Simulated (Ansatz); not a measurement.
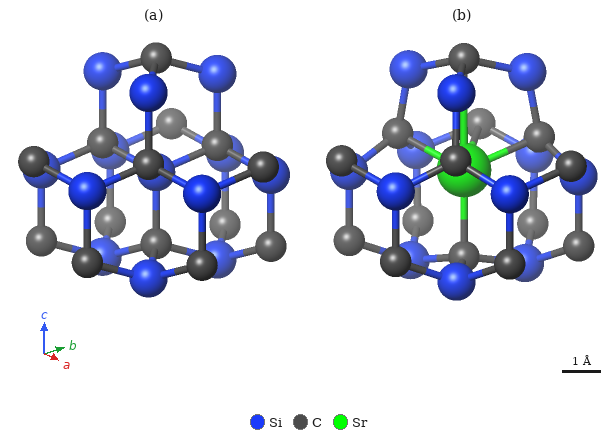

Left: perfect SiC. Right: the same region with one point defect, after relaxing the atoms in a supercell of 48 sites. Style: ball-and-stick. Shown: the atoms within 3.8 Å of one point, slightly off an axis.

Theory: DFT, PBE, plane-wave PAW, default files, scalar-relativistic (Ansatz). Settings: plane-wave cutoff 420 eV; k-point mesh 4 × 3 × 2; occupations fermi dirac; smearing width 0.01 eV; collinear spin. A uniform background neutralises the charged cell. The axes drawn are those of the host's conventional cell.

Which defect is it?

A silicon atom is replaced by strontium.

The charge state of the cell is −1.

How does the lattice respond?

In the host the Si atom has 4 C at 1.87 to 1.94 Å; the Sr atom ends with 4 C at 2.28 to 2.34 Å. Of the host's atoms, a carbon atom moves furthest from its site, by 0.48 Å. The Sr atom itself moves 0.08 Å from where it was put. The cell's net moment is 1.00 μB. Relaxing the atoms from the host's sites lowers the energy by 8.32 eV.

Limits of the set-up: the periodic images lie only 6.2 Å apart, so the values are limited by the cell's size; the cell is charged, on a uniform background, and energies carry no finite-size correction.
